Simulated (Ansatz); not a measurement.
Consider CH2OSbSi (SMILES [CH2]1[Si]2[O][Sb]12) (doublet).

Input file:

```
basis:
  gaussian:
    orbitals: def2-TZVPD
crystal:
  periodic: [false, false, false]
  atoms:
    - {symbol: C, position_ang: [-2.519134, -0.131853, -1.035414]}
    - {symbol: O, position_ang: [-1.985144, -0.882832, 1.398549]}
    - {symbol: Sb, position_ang: [-3.858006, -0.555612, 0.632586]}
    - {symbol: Si, position_ang: [-0.980041, -0.552142, 0.095012]}
    - {symbol: H, position_ang: [-2.563849, 0.910387, -1.398554]}
    - {symbol: H, position_ang: [-2.657093, -0.794519, -1.908272]}
magnetization:
  spin_polarized: true
  initial_magnetization: 1
hamiltonian:
  xc: pbe0
output: {forces: true, orbitals: {seedname: orbitals}}
```

Run with:

```sh
ansatz run input.yaml --threads 1 --pin off --max-ram 2610MiB --events-out events.jsonl --progress --plain --runs-dir runs
```

Geometry: PBE0-D3(BJ)/def2-SVP; core potentials replace the inner electrons of Sb.

Method: Ansatz, isolated molecule in a Gaussian basis; Kohn-Sham density functional theory, functional PBE0.

Q: Predict the electron density, electron localisation function and spin density between the atoms.

A: Si–O (1.68 Å): ρ at the midpoint is about 1.1 e/Å³; the ELF peaks at about 0.85 between the atoms: a shared but strongly polarised pair.
C–Si (1.96 Å): ρ at the midpoint is about 0.84 e/Å³; the ELF peaks at about 0.95 between the atoms, as expected for a covalent bond.
Sb–O (2.05 Å): the density is about 0.71 e/Å³ at the midpoint; the ELF peaks at about 0.85 in the valence shell of O, 0.6 Å from its nucleus, and drops to about 0.15 between the two atoms.
C–Sb (2.18 Å): ρ at the midpoint is about 0.7 e/Å³; the ELF peaks at about 0.85 in the valence shell of C, 0.8 Å from its nucleus, and drops to about 0.20 between the two atoms.
The unpaired spin (1 electron) lies mostly on Sb3 (about 0.9), in electrons by Hirshfeld's partition.

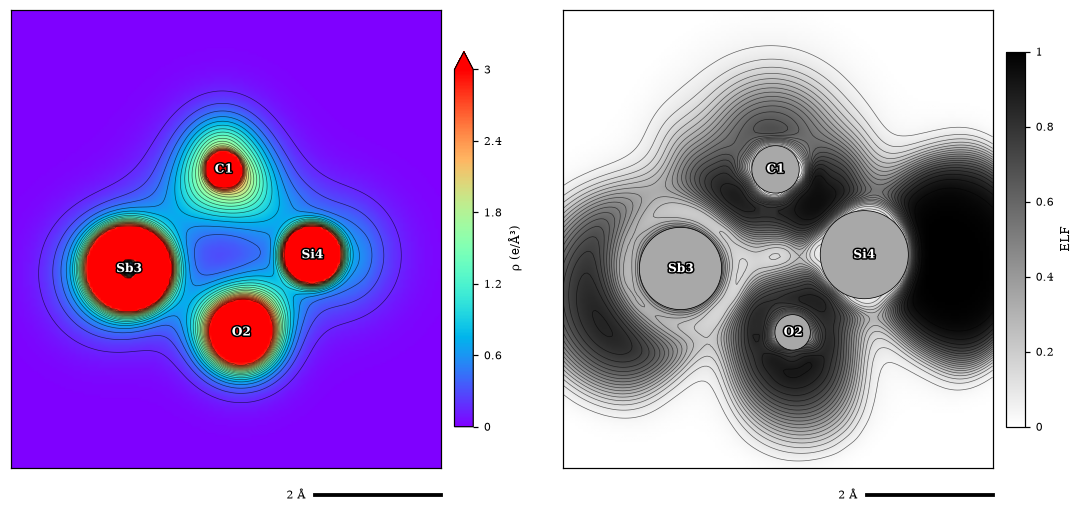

Computed electron density and electron localisation function on the plane of atoms C1, Si4 and O2, in this order. Grey discs cover the atomic cores in the ELF map. 
